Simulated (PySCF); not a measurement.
# AlSiH4Cl (SMILES [SiH3][AlH][Cl]): CCSD(T)/6-31G(d,p) (spherical functions)

What is the vertical ionisation energy of AlSiH4Cl at CCSD(T)/6-31G** (spherical functions)? Input form: a Python script.

Program for the calculation: PySCF 2.14.0.

## Step 1: The molecule

The species is AlSiH4Cl (7 atoms), meant as a singlet with charge 0. As SMILES, `[SiH3][AlH][Cl]`. The coordinates come from a PBE0-D4/def2-TZVP relaxation.

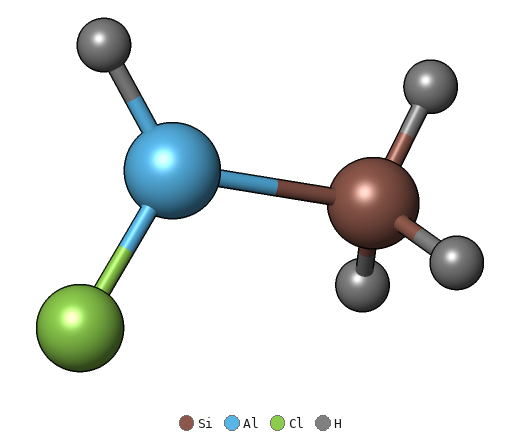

Viewed from a chosen angle; silicon brown, aluminium blue, chlorine green, hydrogen grey.

## Step 2: The energy at CCSD(T)/6-31G(d,p) (spherical functions)

Input file input.py:

```python
from pyscf import gto, scf, cc

molecule = gto.M(
    atom='''
Si    -0.861200     0.582500    -0.311200
Al     1.094800    -0.612400     0.543100
Cl     1.783400    -2.223100    -0.622900
H     -2.012700    -0.351800    -0.455300
H     -0.567600     1.154700    -1.655100
H     -1.276600     1.696100     0.586300
H      1.901100    -0.314000     1.869500
''',
    verbose=3,
    charge=0,
    max_memory=1860,
    basis='6-31g**',
)

calc0 = scf.RHF(molecule)
calc0.conv_tol = 1e-10
calc0.kernel()
if not calc0.converged:
    calc0 = calc0.newton().run(calc0.mo_coeff, calc0.mo_occ)

mycc = cc.CCSD(calc0, frozen=15)
mycc.kernel()
e_t = mycc.ccsd_t()
energy = mycc.e_tot + e_t
print(f'total energy: {energy:.8f} hartree')
```

On the command line:

```
OMP_NUM_THREADS=1 python input.py
```

The log of the run:

```text
converged SCF energy = -992.691968399126
E(CCSD) = -993.0166945018406  E_corr = -0.3247261027146003
CCSD(T) correction = -0.00747418353112907
total energy: -993.02416869 hartree
```

It took 3.3 s on 1 thread of Intel Xeon 6975P-C (Granite Rapids), shared host; peak memory 0.22 GiB.

## Step 3: The doublet cation at the same level

Input file input.py:

```python
from pyscf import gto, cc

mol = gto.M(
    atom='''
Si    -1.627432     1.100765    -0.588083
Al     2.068872    -1.157268     1.026310
Cl     3.370138    -4.201050    -1.177110
H     -3.803452    -0.664806    -0.860392
H     -1.072609     2.182067    -3.127686
H     -2.412424     3.205164     1.107946
H      3.592558    -0.593374     3.532843
''',
    unit='bohr',
    basis='6-31g**',
    charge=1,
    max_memory=1860,
    verbose=4,
    spin=1,
)

myscf = mol.UHF()
myscf.conv_tol = 1e-10
myscf.kernel()
if not myscf.converged:
    myscf = myscf.newton().run(myscf.mo_coeff, myscf.mo_occ)

mycc = cc.CCSD(myscf, frozen=15)
mycc.kernel()
e_t = mycc.ccsd_t()
energy = mycc.e_tot + e_t
print('E = %.10f Eh' % energy)
```

On the command line:

```
OMP_NUM_THREADS=1 python input.py
```

The log of the run:

```text
PySCF version 2.14.0

[INPUT] num. atoms = 7
[INPUT] num. electrons = 47
[INPUT] charge = 1
[INPUT] spin (= nelec alpha-beta = 2S) = 1
[INPUT] symmetry False subgroup None
[INPUT] Mole.unit = bohr
[INPUT] Symbol           X                Y                Z      unit          X                Y                Z       unit  Magmom
[INPUT]  1 Si    -0.861199926722   0.582499752578  -0.311200121729 AA   -1.627432000000   1.100765000000  -0.588083000000 Bohr   0.0
[INPUT]  2 Al     1.094799914710  -0.612399852527   0.543099863339 AA    2.068872000000  -1.157268000000   1.026310000000 Bohr   0.0
[INPUT]  3 Cl     1.783400227256  -2.223099921935  -0.622899786746 AA    3.370138000000  -4.201050000000  -1.177110000000 Bohr   0.0
[INPUT]  4 H     -2.012700121228  -0.351800184883  -0.455299838858 AA   -3.803452000000  -0.664806000000  -0.860392000000 Bohr   0.0
[INPUT]  5 H     -0.567600239028   1.154700129101  -1.655100154114 AA   -1.072609000000   2.182067000000  -3.127686000000 Bohr   0.0
[INPUT]  6 H     -1.276599803876   1.696099746061   0.586299774130 AA   -2.412424000000   3.205164000000   1.107946000000 Bohr   0.0
[INPUT]  7 H      1.901099822508  -0.313999998352   1.869500005358 AA    3.592558000000  -0.593374000000   3.532843000000 Bohr   0.0

[... 92 lines left out ...]
converged SCF energy = -992.344685796156  <S^2> = 0.77288134  2S+1 = 2.0227519
[... 12 lines left out ...]
Init t2, MP2 energy = -0.266212682382766
[... 20 lines left out ...]
UCCSD converged
[... 2 lines left out ...]
E = -992.6671371500 Eh
```

Run time: 14 s. Hardware: 1 thread of Intel Xeon 6975P-C (Granite Rapids), shared host; peak memory 0.64 GiB.

## Step 4: Results

At CCSD(T)/6-31G** (spherical functions), 15 core orbitals frozen:

```
                                                                  quantity          value
                                            singlet AlSiH4Cl: total energy  -993.02417 Eh
                    singlet AlSiH4Cl: dipole moment (Hartree–Fock density)         1.82 D
                     singlet AlSiH4Cl: HOMO energy (Hartree–Fock orbitals)      -10.40 eV
                     singlet AlSiH4Cl: LUMO energy (Hartree–Fock orbitals)        0.76 eV
                   singlet AlSiH4Cl: HOMO–LUMO gap (Hartree–Fock orbitals)       11.16 eV
            singlet AlSiH4Cl: correlation energy (15 core orbitals frozen)     -332.2 mEh
                                          singlet AlSiH4Cl: (T) correction      -7.47 mEh
                                           singlet AlSiH4Cl: T1 diagnostic          0.011
                                              doublet cation: total energy  -992.66714 Eh
doublet cation: HOMO energy (Hartree–Fock orbitals) (highest over α and β)      -17.28 eV
 doublet cation: LUMO energy (Hartree–Fock orbitals) (lowest over α and β)       -8.51 eV
              doublet cation: correlation energy (15 core orbitals frozen)     -322.5 mEh
                                            doublet cation: (T) correction      -8.85 mEh
                         doublet cation: ⟨S²⟩ of the reference determinant          0.773
                                             doublet cation: T1 diagnostic          0.029
                        vertical ionisation energy (to the doublet cation)       9.715 eV
```

**Reading.** Removing an electron at fixed nuclei costs 9.72 eV (937 kJ/mol). The triples (singlet AlSiH4Cl) make up 2.2 % of the correlation energy. The triples (doublet cation) make up 2.7 % of the correlation energy.
